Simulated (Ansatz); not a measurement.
# CHB (singlet): the correlation ladder at a displaced geometry (v1), cc-pVTZ

Aim: climb from Hartree-Fock through coupled cluster for CHB (singlet) at one geometry and basis, and see what each rung misses.

Computed with Ansatz 0.2.0, Gaussian basis. Level: cc-pVTZ, core rule «outside noble gas», up to 2 orbitals frozen.

The runs, in order: UHF; CCSD(T) on RHF; CCSD(T) on UHF; BCCD(T) on RHF; CCSDT(Q) on RHF.

21 further runs of the same task are left out: 6 for a known fault of the program, 6 that didn't finish, 9 set aside as unsound or not needed. Runs told in other sessions of the task aren't counted.

**1. The geometry**

The geometry is a PBE0/def2-TZVP stationary point (not a proven minimum) with its atoms shifted at random (size 0.040 Å).

3 atoms, charge 0, spin multiplicity 1.

Atoms are counted from 1 here; the program's logs count them from 0.

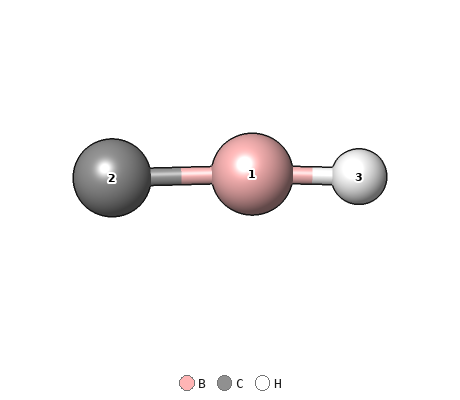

The structure; boron pink, carbon grey, hydrogen white; atoms are numbered from 1 in the order of the file.

In the tables R marks a restricted determinant and U an unrestricted one; energies count from the table's Hartree-Fock row.

**2. UHF**

in.yaml reads:

```yaml
crystal:
  periodic: [false, false, false]
  atoms:
    - {symbol: B, position_ang: [-0.015433, -0.009008, 0.117313]}
    - {symbol: C, position_ang: [-0.016266, -0.025151, -1.357997]}
    - {symbol: H, position_ang: [0.031698, 0.034159, 1.240683]}
basis:
  gaussian: {orbitals: cc-pVTZ}
magnetization: {spin_polarized: true, initial_magnetization: 0}
hamiltonian: {xc: hf}
output: {orbitals: {seedname: orbitals}}
```

On the command line:

```sh
$ ansatz run in.yaml --threads 1 --pin off --events-out ev --progress --plain --max-ram 2393MiB
```

Standard output:

```text
Functional definition: HF
  name "HF"
  cite "Fock, Z. Phys. 61, 126 (1930) doi:10.1007/BF01340294"
  parent pbe
  exchange = exact_x
  correlation = 0
530 factors; their error is unknown
mean field evaluation 1: about -1711.0518 eV, gradient 9.7e0 eV
mean field evaluation 2: about -1711.7978 eV, gradient 3.6e0 eV
mean field evaluation 4: about -1711.9247 eV, gradient 3.8e-1 eV
mean field evaluation 8: about -1711.9374 eV, gradient 1.8e-1 eV
mean field evaluation 16: about -1712.1085 eV, gradient 1.2e0 eV
mean field evaluation 32: about -1712.4123 eV, gradient 1.9e0 eV
mean field evaluation 64: about -1711.0518 eV, gradient 9.7e0 eV
mean field evaluation 96: about -1713.0572 eV, gradient 3.9e-5 eV
mean field evaluation 128: about -1712.1693 eV, gradient 1.2e1 eV
mean field evaluation 160: about -1712.9374 eV, gradient 5.8e-1 eV
mean field evaluation 192: about -1712.7209 eV, gradient 7.3e-1 eV
mean field evaluation 224: about -1713.0491 eV, gradient 2.2e-1 eV
mean field evaluation 256: about -1711.9892 eV, gradient 6.3e-1 eV
mean field evaluation 288: about -1713.0449 eV, gradient 1.5e0 eV
mean field evaluation 320: about -1713.0571 eV, gradient 1.6e-2 eV
mean field evaluation 352: about -1710.6848 eV, gradient 7.3e0 eV
mean field evaluation 384: about -1707.6883 eV, gradient 1.6e1 eV
mean field evaluation 416: about -1711.6579 eV, gradient 4.4e0 eV
mean field evaluation 448: about -1711.9730 eV, gradient 8.6e-1 eV
mean field evaluation 480: about -1711.9180 eV, gradient 1.7e0 eV
mean field evaluation 512: about -1711.9376 eV, gradient 4.1e-3 eV
mean field -1713.05719375 eV, -62.9536907184 hartree, gradient 3.8e-7 eV, S^2 1.011251; 12 other end points of the search recorded, 0 dependent functions left out
reference -1713.05719375 eV, -62.9536907184 hartree; 6, 6 occupied and 68, 68 virtual orbitals, 530 factors
Total energy: -1713.05719375 eV, -62.9536907184 hartree
```

It took 5.5 s on 1 thread of Arm Neoverse V2, shared host.

From the report: ⟨S²⟩ of the determinant 1.011 (pure singlet: 0.00). The determinant of HF (⟨S²⟩ 1.01) is far from a pure spin state, so its energy mixes those of several spin states; that is harmless only where they are near-degenerate.

The unrestricted solution breaks the spin symmetry, so the restricted determinant is unstable here.

**3. CCSD(T) on RHF**

in.yaml: that of step 2 with these lines changed.

```diff
@@ -8,4 +8,4 @@
   gaussian: {orbitals: cc-pVTZ}
-magnetization: {spin_polarized: true, initial_magnetization: 0}
-hamiltonian: {xc: hf}
-output: {orbitals: {seedname: orbitals}}
+magnetization: {spin_polarized: false}
+correlation: {method: ccsd_t, electrons: outside_noble_gas}
+output: {forces: true}
```

The command is unchanged.

Standard output, cut to the lines that bear on the results:

```text
Functional definition: HF
  name "HF"
  cite "Fock, Z. Phys. 61, 126 (1930) doi:10.1007/BF01340294"
  parent pbe
[...]
430 factors; integrals over basis functions are off by at most 1.5e-3 eV
[...]
mean field -1711.93769571 eV, -62.9125499242 hartree, gradient 5.0e-11 eV, S^2 0.000000; 8 other end points of the search recorded, 0 dependent functions left out; unrestricted orbitals would lower it
[...]
determinant -1711.93769571 eV, -62.9125499242 hartree, with singles and doubles -1718.39067356 eV, -63.1496924862 hartree
determinant -1711.93765269 eV, -62.9125483434 hartree, with singles and doubles -1718.38656596 eV, -63.1495415347 hartree
determinant -1711.93769571 eV, -62.9125499242 hartree, with singles and doubles -1718.26544201 eV, -63.1450903117 hartree
determinant -1711.93765269 eV, -62.9125483434 hartree, with singles and doubles -1718.26575224 eV, -63.1451017126 hartree
unrestricted determinant -1713.05720663 eV, -62.9536911918 hartree, S^2 1.0112
2 core orbitals not correlated: weight in the atoms' cores, before any rotation towards them, 1.000 or more for the frozen orbitals, at most 0.000 for the correlated occupied ones
reference -1711.93769571 eV, -62.9125499242 hartree; 4, 4 occupied and 68, 68 virtual orbitals, 430 factors
second order -5.39689547 eV of doubles, -0.00000000 eV of singles
cycle   1  -6.32774637 eV  change   -6.9e-8 eV  update   2.3e-6
[...]
cycle   8  -6.32774730 eV  change  -4.6e-10 eV  update  8.8e-10
perturbative correction -0.29455867 eV, -0.0108248313 hartree
[...]
Total energy: -1718.56000167 eV, -63.1559151795 hartree
Atom 0 at    -0.015433    -0.009008     0.117313 Å, force     0.010328    -0.009348    -1.533661 eV/Å
Atom 1 at    -0.016266    -0.025151    -1.357997 Å, force    -0.031419    -0.020370     0.046659 eV/Å
Atom 2 at     0.031698     0.034159     1.240683 Å, force     0.021091     0.029718     1.487002 eV/Å
Dipole moment:     0.008368     0.011250     0.538711 e Å
```

It took 7.5 s on 1 thread of Arm Neoverse V2, shared host; peak memory 0.26 GiB.

From the report: correlation -6.6223 eV; T1 0.016; largest double amplitude 0.12.

**4. CCSD(T) on UHF**

in.yaml: that of step 3 with these lines changed.

```diff
@@ -8,3 +8,3 @@
   gaussian: {orbitals: cc-pVTZ}
-magnetization: {spin_polarized: false}
+magnetization: {spin_polarized: true, initial_magnetization: 0}
 correlation: {method: ccsd_t, electrons: outside_noble_gas}
```

Same command.

Standard output, cut to the lines that bear on the results:

```text
Functional definition: HF
  name "HF"
  cite "Fock, Z. Phys. 61, 126 (1930) doi:10.1007/BF01340294"
  parent pbe
[...]
430 factors; integrals over basis functions are off by at most 1.5e-3 eV
[...]
mean field -1713.05721008 eV, -62.9536913187 hartree, gradient 2.8e-10 eV, S^2 1.011251; 26 other end points of the search recorded, 0 dependent functions left out
determinant -1713.05721008 eV, -62.9536913187 hartree, with singles and doubles -1718.92503385 eV, -63.1693298649 hartree
determinant -1712.50549725 eV, -62.9334162460 hartree, with singles and doubles -1718.46285594 eV, -63.1523451399 hartree
determinant -1712.49741721 eV, -62.9331193099 hartree, with singles and doubles -1718.46969903 eV, -63.1525966187 hartree
determinant -1712.08530334 eV, -62.9179744046 hartree, with singles and doubles -1718.13484802 eV, -63.1402910711 hartree
[...]
reference -1713.05721008 eV, -62.9536913187 hartree; 4, 4 occupied and 68, 68 virtual orbitals, 430 factors
second order -4.93978409 eV of doubles, -0.00000000 eV of singles
cycle   1  -5.77600761 eV  change    4.4e-7 eV  update   4.4e-6
[...]
cycle  11  -5.77600418 eV  change  -5.0e-10 eV  update  9.6e-10
perturbative correction -0.27803368 eV, -0.0102175494 hartree
WARN: the results are in doubt because among natural orbitals full CI differs from the method by +0.650 eV
[...]
Total energy: -1719.11124795 eV, -63.1761731066 hartree
Atom 0 at    -0.015433    -0.009008     0.117313 Å, force    -0.022201    -0.036269    -2.037100 eV/Å
Atom 1 at    -0.016266    -0.025151    -1.357997 Å, force    -0.017832    -0.006393     0.515594 eV/Å
Atom 2 at     0.031698     0.034159     1.240683 Å, force     0.040034     0.042661     1.521506 eV/Å
Dipole moment:    -0.003735     0.003750     0.589585 e Å
In doubt: among natural orbitals full CI differs from the method by +0.650 eV
```

It took 52 s on 1 thread of Arm Neoverse V2, shared host; peak memory 0.55 GiB.

From the report: ⟨S²⟩ of the determinant 1.011 (pure singlet: 0.00); correlation -6.0540 eV; T1 0.016; largest double amplitude 0.10. The determinant of CCSD(T) (⟨S²⟩ 1.01) is far from a pure spin state, so its energy mixes those of several spin states; high orders of coupled cluster remove much of that, low ones don't. The program marks this result as in doubt; its last lines say why.

**5. BCCD(T) on RHF**

in.yaml: that of step 4 with these lines changed.

```diff
@@ -8,4 +8,3 @@
   gaussian: {orbitals: cc-pVTZ}
-magnetization: {spin_polarized: true, initial_magnetization: 0}
-correlation: {method: ccsd_t, electrons: outside_noble_gas}
-output: {forces: true}
+magnetization: {spin_polarized: false}
+correlation: {method: bccd_t, electrons: outside_noble_gas}
```

Same command.

Standard output, cut to the lines that bear on the results:

```text
Functional definition: HF
  name "HF"
  cite "Fock, Z. Phys. 61, 126 (1930) doi:10.1007/BF01340294"
  parent pbe
[...]
430 factors; integrals over basis functions are off by at most 1.5e-3 eV
[...]
mean field -1711.93769571 eV, -62.9125499242 hartree, gradient 5.0e-11 eV, S^2 0.000000; 8 other end points of the search recorded, 0 dependent functions left out; unrestricted orbitals would lower it
[...]
determinant -1711.93769571 eV, -62.9125499242 hartree, with singles and doubles -1718.39067356 eV, -63.1496924862 hartree
determinant -1711.93765269 eV, -62.9125483434 hartree, with singles and doubles -1718.38656596 eV, -63.1495415347 hartree
determinant -1711.93769571 eV, -62.9125499242 hartree, with singles and doubles -1718.26544201 eV, -63.1450903117 hartree
determinant -1711.93765269 eV, -62.9125483434 hartree, with singles and doubles -1718.26575224 eV, -63.1451017126 hartree
unrestricted determinant -1713.05720663 eV, -62.9536911918 hartree, S^2 1.0112
2 core orbitals not correlated: weight in the atoms' cores, before any rotation towards them, 1.000 or more for the frozen orbitals, at most 0.000 for the correlated occupied ones
reference -1711.93769571 eV, -62.9125499242 hartree; 4, 4 occupied and 68, 68 virtual orbitals, 430 factors
second order -5.39689547 eV of doubles, -0.00000000 eV of singles
cycle   1  -6.31884420 eV  change    8.9e-3 eV  update   4.4e-3
[...]
cycle   9  -6.31779016 eV  change   -2.6e-6 eV  update   7.4e-6
perturbative correction -0.30370248 eV, -0.0111608604 hartree
Total energy: -1718.55918835 eV, -63.1558852907 hartree
```

Run time: 3.3 s. Hardware: 1 thread of Arm Neoverse V2, shared host.

From the report: correlation -6.6215 eV; largest double amplitude 0.11.

**6. CCSDT(Q) on RHF**

in.yaml: that of step 5 with these lines changed.

```diff
@@ -9,2 +9,2 @@
 magnetization: {spin_polarized: false}
-correlation: {method: bccd_t, electrons: outside_noble_gas}
+correlation: {method: ccsdt_q, electrons: outside_noble_gas}
```

Same command.

Standard output, cut to the lines that bear on the results:

```text
Functional definition: HF
  name "HF"
  cite "Fock, Z. Phys. 61, 126 (1930) doi:10.1007/BF01340294"
  parent pbe
[...]
870 factors; integrals over basis functions are off by at most 1.9e-7 eV
[...]
mean field -1711.93770228 eV, -62.9125501658 hartree, gradient 7.7e-11 eV, S^2 0.000000; 8 other end points of the search recorded, 0 dependent functions left out; unrestricted orbitals would lower it
determinant -1711.93770228 eV, -62.9125501658 hartree, with singles and doubles -1718.39069774 eV, -63.1496933751 hartree
determinant -1711.93765926 eV, -62.9125485847 hartree, with singles and doubles -1718.38659280 eV, -63.1495425211 hartree
determinant -1711.93770228 eV, -62.9125501658 hartree, with singles and doubles -1718.26544854 eV, -63.1450905515 hartree
determinant -1711.93765926 eV, -62.9125485847 hartree, with singles and doubles -1718.26575674 eV, -63.1451018777 hartree
[...]
unrestricted determinant -1713.05721565 eV, -62.9536915234 hartree, S^2 1.0112
2 core orbitals not correlated: weight in the atoms' cores, before any rotation towards them, 1.000 or more for the frozen orbitals, at most 0.000 for the correlated occupied ones
reference -1711.93770228 eV, -62.9125501658 hartree; 4, 4 occupied and 68, 68 virtual orbitals, 870 factors
second order -5.39692126 eV of doubles, -0.00000000 eV of singles
cycle   1  -5.95759320 eV  change   -5.6e-1 eV  update   8.2e-2
[...]
cycle  37  -6.71647829 eV  change   -4.5e-7 eV  update   2.7e-7
perturbative correction -0.08006842 eV, -0.0029424601 hartree
WARN: these amplitudes may be one of several solutions (largest doubles amplitude 0.55, level shift 0.00 eV)
Total energy: -1718.73424899 eV, -63.1623186505 hartree
```

Run time: 46 s. Hardware: 1 thread of Arm Neoverse V2, shared host; peak memory 0.43 GiB.

From the report: correlation -6.7965 eV; T1 0.016; largest double amplitude 0.55. The report flags that the cluster equations may have other roots.

**7. All levels against the top one**

No level here is safe as a reference; RCCSDT(Q) serves as a yardstick only. Rows without a time are mean-field rows or come out of runs for another level: lower rungs of the coupled-cluster runs, or the Hartree-Fock search. The times of RCCSD(T), UCCSD(T) include forces.

Differences are taken before rounding.

```
   method  energy from the lowest RHF (kJ/mol)  from RCCSDT(Q) (kJ/mol)   time
      RHF                                  0.0                   +655.8       
      UHF                               -108.0                   +547.8       
     RMP2                               -520.7                   +135.0       
     UMP2                               -584.6                    +71.1       
    RCCSD                               -610.5                    +45.2       
    UCCSD                               -665.3                     -9.5       
 RCCSD(T)                               -639.0                    +16.8  7.5 s
 UCCSD(T)                               -692.1                    -36.4   52 s
  BCCD(T)                               -638.9                    +16.9  3.3 s
   RCCSDT                               -648.0                     +7.7       
RCCSDT(Q)                               -655.8                        0   46 s
```

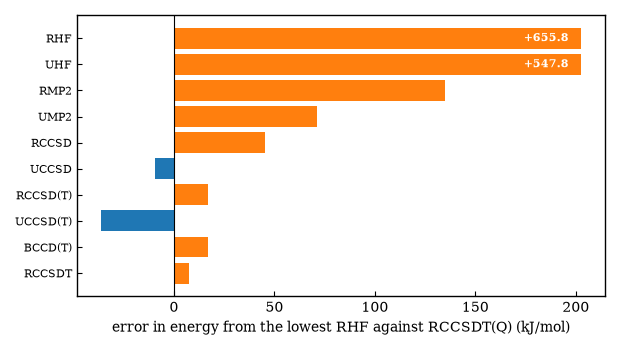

How far each level lands from RCCSDT(Q). Bars with a number in them are cut short.

The program flags UCCSD(T), RCCSDT(Q) as in doubt (see the logs), so the zero of the table is itself unsure.

**8. What came out**

```
                     quantity          value
RCCSDT(Q) from the RHF energy     -6.7966 eV
          RMP2 from RCCSDT(Q)  +135.0 kJ/mol
          UMP2 from RCCSDT(Q)   +71.1 kJ/mol
         RCCSD from RCCSDT(Q)   +45.2 kJ/mol
      RCCSD(T) from RCCSDT(Q)   +16.8 kJ/mol
      UCCSD(T) from RCCSDT(Q)   -36.4 kJ/mol
                T1 diagnostic          0.016
```

In words: RCCSD(T) misses by +16.8 kJ/mol, 2.6 % of the correlation energy. CCSD(T) misses by +16.8 kJ/mol on the restricted determinant and by -36.4 kJ/mol on the unrestricted one; the two need not hold the same state or core. Warnings: restricted reference is unstable; spin contamination.

The restricted and unrestricted ladders end 0.55 eV apart at CCSD(T), which points to two states or an unsound top rung; rows of one don't measure the error of the other.
